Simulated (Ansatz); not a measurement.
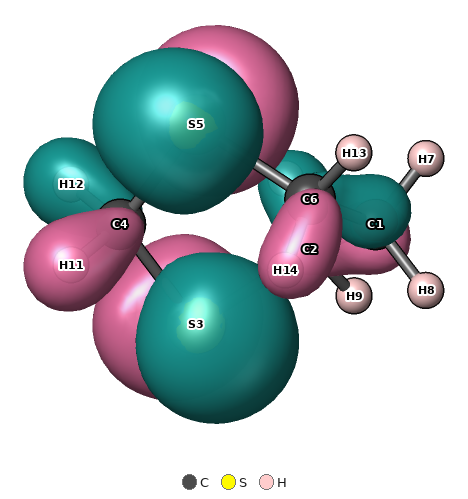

The picture shows: C4H8S2. The HOMO at ±0.1 Å⁻³ᐟ² (teal and pink are the two phases), seen from one side.

Geometry: PBE0-D4/def2-TZVP.

Level of theory: RKS PBE0-D4/def2-TZVPP (Ansatz).

```xyz
14

C     0.2007    1.3004    0.3323
C    -0.5738    0.8596   -0.9060
S     0.1623   -0.5859   -1.6958
C    -0.2841   -1.8470   -0.4724
S    -0.4460   -1.2400    1.2277
C     0.7253    0.1307    1.1595
H    -0.4573    1.9227    0.9476
H     1.0516    1.9216    0.0345
H    -0.5862    1.6436   -1.6647
H    -1.6107    0.6258   -0.6602
H     0.4909   -2.6132   -0.5342
H    -1.2448   -2.3009   -0.7223
H     0.9035    0.4265    2.1946
H     1.6687   -0.2438    0.7593
```

> What is the character of this orbital?

By Hirshfeld shares it lies mainly on S3 (about 35 %), S5 (about 35 %) and C4 (about 5 %); largely a combination of lone pairs on S3 and S5. Its energy is −6.18 eV.
